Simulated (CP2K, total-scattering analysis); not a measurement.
**Reading the total scattering of a disordered sample**

The sample: CaSiO3 (Ca 20.0, Si 20.0, O 60.0 atom %) at 2200 K, fixed volume, ρ₀ = 0.0661 Å⁻³. The data come from ab initio molecular dynamics with CP2K (PBE, Gaussian and plane waves, DZVP-MOLOPT-SR basis, GTH potentials, 400 Ry, CSVR thermostat, no spin, fixed volume). The average runs over 0.69 ps of 70 atoms, so shells between rare elements are rough. Mean temperature 2127 K, largest m.s.d. 2.21 Å², energy drift -43 meV an atom (last third less first); the first quarter of the run is discarded. Start: last frame of a classical run of this cell at the same density and temperature. So short a stretch relaxes bonds and nearest shells but still remembers its start. It is a liquid as far as so short a run tells. The potential energy falls by 43 meV an atom from the first to the last third of the average, so the sample is relaxing or ordering and this is no equilibrium average.

The totals are in Faber–Ziman form. Below 4 Å⁻¹ the partials are summed on the cell's own reciprocal vectors (from 0.62 Å⁻¹) and folded with a Gaussian of σ = 0.14 Å⁻¹; above it they are transforms of g(r) out to 6.9 Å, tapered over the last 40 %. The fold lowers sharp peaks, and with so few vectors their positions are good to about 0.1 Å⁻¹. X-rays take neutral-atom form factors, neutrons coherent lengths (Ca 4.7, Si 4.15071, O 5.8037 fm). G(r) = 4πrρ₀[g(r) − 1] carries the resolution of a Lorch-windowed transform up to 20 Å⁻¹. The patterns are simulated, not measured. The potential energy falls by 43 meV an atom from the first to the last third of the average, so the sample is relaxing or ordering and this is no equilibrium average. The cell is small: beyond half the box only the part of each shell inside it is counted, and low-Q values rest on few vectors.

X-ray, Q (Å⁻¹) and value: 0.6 -0.01, 0.9 0.01, 1.2 0.21, 1.5 0.36, 1.8 0.85, 2.1 1.11, 2.4 0.97, 2.7 0.84, 3.0 0.81, 3.3 0.89, 3.6 0.99, 3.9 1.08, 4.2 1.09, 4.5 1.09, 4.8 1.07, 5.1 1.04, 5.4 1.04, 5.7 1.05, 6.0 1.01, 6.3 0.94, 6.6 0.90, 6.9 0.91, 7.2 0.94, 7.5 0.98, 7.8 1.02, 8.1 1.05, 8.4 1.06, 8.7 1.06, 9.0 1.05, 9.3 1.02, 9.6 0.99, 9.9 0.97, 10.2 0.95, 10.5 0.95, 10.8 0.97, 11.1 1.00, 11.4 1.02, 11.7 1.02, 12.0 1.02

neutron, Q (Å⁻¹) and value: 0.6 0.17, 0.9 0.21, 1.2 0.43, 1.5 0.50, 1.8 0.63, 2.1 0.73, 2.4 0.82, 2.7 1.11, 3.0 1.07, 3.3 0.97, 3.6 0.89, 3.9 0.91, 4.2 0.96, 4.5 1.05, 4.8 1.14, 5.1 1.19, 5.4 1.16, 5.7 1.05, 6.0 0.93, 6.3 0.85, 6.6 0.85, 6.9 0.90, 7.2 0.97, 7.5 1.03, 7.8 1.06, 8.1 1.06, 8.4 1.04, 8.7 1.03, 9.0 1.03, 9.3 1.03, 9.6 1.01, 9.9 0.97, 10.2 0.95, 10.5 0.94, 10.8 0.96, 11.1 0.98, 11.4 1.01, 11.7 1.03, 12.0 1.04

G(r):

```
r (Å)  X-ray  neutron
  1.0  -0.84    -0.82
  1.1  -0.93    -0.89
  1.2  -1.00    -0.98
  1.3  -1.03    -1.07
  1.4  -0.77    -0.82
  1.5  -0.11    -0.04
  1.6   0.58     0.80
  1.7   0.66     0.88
  1.8   0.01     0.06
  1.9  -0.72    -0.85
  2.0  -0.98    -1.18
  2.1  -0.83    -1.05
  2.2  -0.51    -0.73
  2.3  -0.26    -0.40
  2.4  -0.21    -0.04
  2.5  -0.28     0.38
  2.6  -0.35     0.82
  2.7  -0.33     1.06
  2.8  -0.27     0.91
  2.9  -0.19     0.51
  3.0  -0.09     0.08
  3.1   0.03    -0.23
  3.2   0.19    -0.35
  3.3   0.40    -0.31
  3.4   0.59    -0.18
  3.5   0.67    -0.08
  3.6   0.60    -0.06
  3.7   0.43    -0.11
  3.8   0.29    -0.17
  3.9   0.23    -0.17
  4.0   0.22    -0.09
  4.1   0.19    -0.02
  4.2   0.12     0.00
  4.3   0.07     0.00
  4.4   0.08     0.03
  4.5   0.10     0.09
  4.6   0.05     0.13
  4.7  -0.03     0.17
  4.8  -0.10     0.24
  4.9  -0.14     0.30
  5.0  -0.16     0.28
  5.1  -0.18     0.20
  5.2  -0.17     0.12
  5.3  -0.12     0.08
  5.4  -0.05     0.10
  5.5   0.05     0.12
  5.6   0.15     0.10
  5.7   0.23     0.04
  5.8   0.26    -0.01
  5.9   0.20    -0.04
  6.0   0.08    -0.06
```

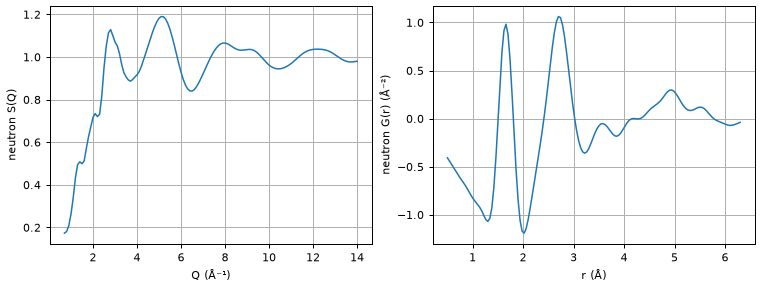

**Question.** Which pairs make the maxima of G(r) below 4.5 Å, and what can the data say of the number of neighbours?

Each pair enters with the weight ci cj fi fj (2 − δij)/⟨f⟩², taking f = Z for X-rays at Q = 0: O–O 0.17 / 0.44; Ca–O 0.29 / 0.24; Si–O 0.20 / 0.21; Ca–Si 0.17 / 0.06; Ca–Ca 0.12 / 0.03; Si–Si 0.06 / 0.02 (X-ray / neutron).

| radiation | maximum (Å) | G (Å⁻²) | pairs that make it (share of the curvature of G, each pair at the same resolution) |
| --- | --- | --- | --- |
| X-ray | 1.66 | 0.73 | Si–O 100 % |
| X-ray | 2.38 | -0.20 | Ca–O 95 % |
| X-ray | 3.50 | 0.67 | Ca–Si 48 %, Ca–Ca 38 %, Si–O 13 % |
| neutron | 1.66 | 0.98 | Si–O 100 % |
| neutron | 2.71 | 1.07 | O–O 100 % |
| neutron | 3.57 | -0.05 | Si–O 33 %, Ca–Si 22 %, O–O 20 %, Ca–O 13 % |

The first neutron peak is mostly one pair, so its area estimates the neighbours: ∫ r [G + 4πρ₀r] dr from 1.19 to 2.04 Å is 1.45, and times c(O)/weight = 0.600/0.210 gives 4.1 O around each Si; the count from the coordinates is 4.01.

From the coordinates:

```
 pair  first peak (Å)  g there  first minimum (Å)  g there                    neighbours
 Si–O            1.64     11.7               2.48     0.02    4.0 O per Si, 1.3 Si per O
 Ca–O            2.35      3.0               3.28     0.66    6.3 O per Ca, 2.1 Ca per O
  O–O            2.69      2.9               3.84     0.79                           8.7
Si–Si            3.13      2.9               3.70     0.29                           2.0
Ca–Si            3.35      3.0               4.64     0.58  6.3 Si per Ca, 6.3 Ca per Si
Ca–Ca            3.61      2.0               5.10     0.71                           6.2
```

Bonded neighbours (only these pairs count: cutoffs Ca–O 3.28 Å, Si–O 2.48 Å): Ca: 4 2.9 %, 5 20 %, 6 37 %, 7 29 %, 8 11 %; Si: 4 99 %, 5 1.4 %; O: 2 6.7 %, 3 48 %, 4 41 %, 5 4.0 %. For Ca–O g doesn't fall to zero at the cutoff, so those shares hang on where it is put. Bridging oxygens per network former of four or fewer bonds: Si: Q1 29 %, Q2 41 %, Q3 30 %. Oxygen by network formers bound (Si, B, P, Ge and Al count): one 66 %, two 34 %. O–Si–O peak at 106°, Si–O–Si peak at 128° and O–Ca–O peak at 82°. These counts come from 15 frames.

Anions around each cation, with the position of the first peak: Ca 6.3 (Ca–O 2.35 Å, to 3.28 Å, a soft count) and Si 4.0 (Si–O 1.64 Å, to 2.48 Å). The weights that differ most between the probes (X-ray, neutron): O–O 0.17 and 0.44, Ca–Si 0.17 and 0.06 and Ca–Ca 0.12 and 0.03. At 2.78 Å⁻¹ neutrons show a peak (1.13) where X-rays give 0.81: term by term, w(S − 1) with f = Z as a rough X-ray weight: O–O +0.43 against +0.17, Ca–Ca -0.03 against -0.10 and Ca–Si -0.03 against -0.08 (neutron against X-ray).

[Logs are printed without paths, hosts, clocks, repeated set-up lines and the standing remarks that a program may print on its own settings, such as how far it seeks lower states.]
